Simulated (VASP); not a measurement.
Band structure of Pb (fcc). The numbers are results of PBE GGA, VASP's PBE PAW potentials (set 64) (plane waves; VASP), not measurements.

Unless said otherwise, spin-orbit coupling is left out, though it shifts the bands of the heavy elements here.

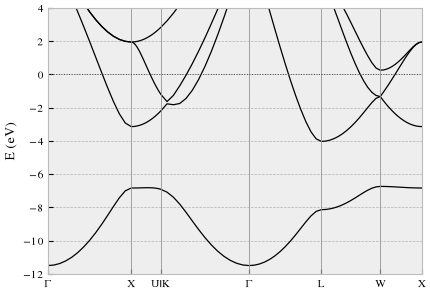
Bands along high-symmetry lines, zero at the valence-band maximum or, without a gap, the Fermi level

Question: Read the plot: is there a gap, and where are the band edges?

Answer: It has no gap at this level: it comes out as a metal or semimetal. (Edges off the drawn lines would not show.)

The compound is Pb in the fcc structure. It was relaxed first.
